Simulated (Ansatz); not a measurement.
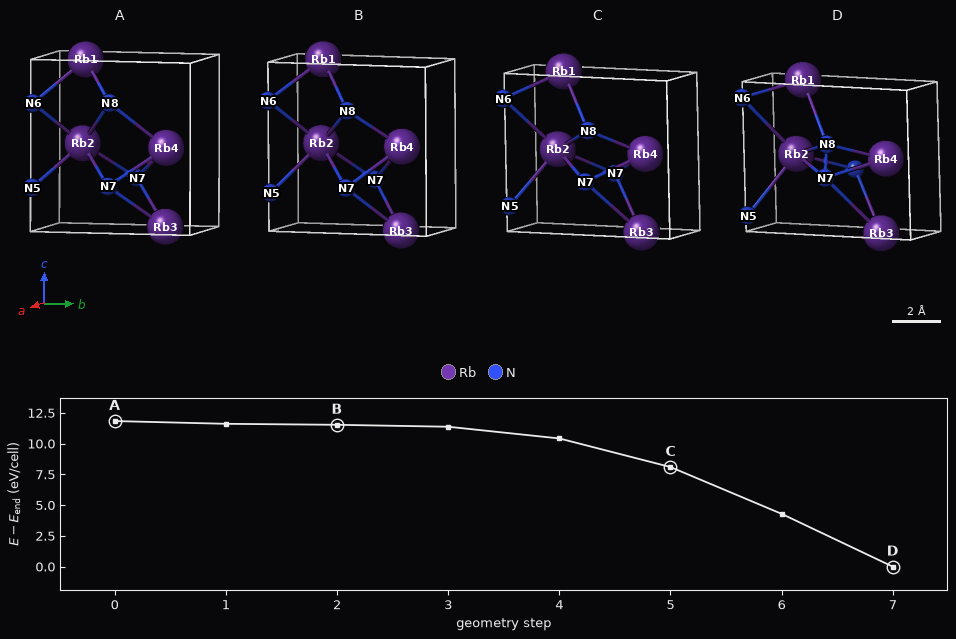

Frames of a relaxation of solid RbN (a generated structure, set up in P1) (coarse preliminary run), marked on the history of the run. The picture is a ball-and-stick view of the cell of the calculation, seen slightly off an axis.

All numbers below come from DFT PBE, scalar-relativistic, plane waves, PAW in Ansatz 0.2.0.

Input
```yaml
crystal:
  lattice:
    - [2.5531212912, -2.5472158148, -0.0155669096]
    - [5.0226855988, 5.0109407945, 0.0529754805]
    - [0.0155038876, 0.059656121, 7.2414958112]
  atoms:
    - { symbol: Rb, position: [0.5580551246, 0.2627820251, 0.9829439589] }
    - { symbol: Rb, position: [0.4891691501, 0.2336078075, 0.4916450212] }
    - { symbol: Rb, position: [0.5167842122, 0.7575112263, 0.0199816394] }
    - { symbol: Rb, position: [0.4919159817, 0.757895705, 0.4768338355] }
    - { symbol: "N", position: [-0.0161667681, 0.0065260012, 0.255149429] }
    - { symbol: "N", position: [-0.0118730787, 0.0102029705, 0.7449434745] }
    - { symbol: "N", position: [0.0019687238, 0.4839861116, 0.2729267456] }
    - { symbol: "N", position: [-0.0298533456, 0.4874881528, 0.755575896] }
basis:
  ecutwfc: 420
kpoints:
  mp_grid: { grid: [6, 4, 4] }
hamiltonian:
  xc: pbe
scf:
  occupations: { method: gaussian, width: 0.2 }
  lower_state_search: "off"
output:
  forces: true
  stress: true
  eigenvalues: true
relax:
  adjacent_minimum: "off"
  f_tol: 0.025
  max_steps: 60
  cell: { stress_tol: 0.25 }
```

Command:
```bash
ansatz run input.yaml --threads 1 --pin off --max-ram 2048MiB --backend cpu --events-out ev --progress --plain --runs-dir out
```

Q: Describe the path.

A: The run was cut off at its time limit before the relaxation converged, so the last structure is only a point on the way. The atom that moves furthest relative to the cell is N6 (0.95 Å roughly along +c). By element the largest moves are N 0.95 Å, Rb 0.27 Å. The volume changes by −6.8 %, with a 3.607 → 3.752 Å (+4.0 %), b 7.095 → 7.316 Å (+3.1 %), c 7.242 → 6.295 Å (−13.1 %), α 89.2° → 92.4°, β 90.5° → 89.9°, γ 89.9° → 90.0°. Among the contacts that change: N5–N6 3.695 → 1.345 Å, N7–N8 3.499 → 1.413 Å, Rb1–N8 2.727 → 3.559 Å, Rb3–Rb4 3.934 → 3.169 Å. New bonds form: N5–N6 (3.69 → 1.34 Å), N7–N8 (3.50 → 1.41 Å). Among the angles between lasting bonds that change: Rb1–N5–Rb3 106.8° → 152.4°, Rb1–N5–Rb3 109.4° → 152.3°, Rb2–N5–Rb3 177.6° → 146.3°. The space group stays P1 (No. 1). The energy falls by 11.843 eV per cell of the calculation in 7 geometry steps. The largest force component goes from 0.64 to 4.6 eV/Å. The pressure goes from 0.06 to −1.11 GPa. From step 0 to 2: Rb1 moves most (0.28 Å), volume −2.5 %, energy −0.305 eV per cell of the calculation. From step 2 to 5: N atoms move most (0.45 Å), volume −0.9 %, energy −3.434 eV per cell of the calculation. From step 5 to 7: N atoms move most (0.34 Å), volume −3.5 %, energy −8.104 eV per cell of the calculation.

```json
{"step": "0", "E − E(0), meV/atom": "0.00", "largest force component, eV/Å": "0.6377", "pressure, GPa": "0.06", "volume, Å³/atom": "23.160"}
{"step": "1", "E − E(0), meV/atom": "-28.07", "largest force component, eV/Å": "0.1375", "pressure, GPa": "-0.15", "volume, Å³/atom": "22.899"}
{"step": "2", "E − E(0), meV/atom": "-38.15", "largest force component, eV/Å": "0.1888", "pressure, GPa": "0.02", "volume, Å³/atom": "22.585"}
{"step": "3", "E − E(0), meV/atom": "-57.85", "largest force component, eV/Å": "0.4700", "pressure, GPa": "-0.29", "volume, Å³/atom": "22.658"}
{"step": "4", "E − E(0), meV/atom": "-176.78", "largest force component, eV/Å": "1.7471", "pressure, GPa": "-1.21", "volume, Å³/atom": "22.601"}
{"step": "5", "E − E(0), meV/atom": "-467.43", "largest force component, eV/Å": "3.7960", "pressure, GPa": "-2.64", "volume, Å³/atom": "22.374"}
{"step": "6", "E − E(0), meV/atom": "-943.39", "largest force component, eV/Å": "5.8749", "pressure, GPa": "-3.83", "volume, Å³/atom": "22.059"}
{"step": "7", "E − E(0), meV/atom": "-1480.38", "largest force component, eV/Å": "4.6276", "pressure, GPa": "-1.11", "volume, Å³/atom": "21.582"}
```
